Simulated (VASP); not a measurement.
Band structure of NaI (rock salt). All values below come from optB86b-vdW, VASP's PBE PAW potentials (set 64) (plane waves; VASP).

Unless said otherwise, spin-orbit coupling is left out, though it shifts the bands of the heavy elements here.

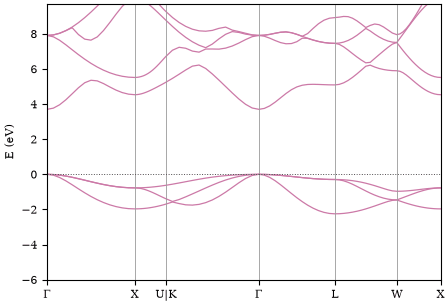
Figure: Bands along high-symmetry lines, zero at the valence-band maximum or, without a gap, the Fermi level

Question: Read the plot: is there a gap, and where are the band edges?

Answer: The gap is direct, 3.70 eV, from the valence maximum at Γ to the conduction minimum at Γ. (Edges off the drawn lines would not show.)

Measured: gap 5.90 eV (computed value off by -2.20 eV), as given by Abedi et al., (2022), arXiv:2211.14644.

The compound is NaI in the rock salt structure. It was relaxed first.
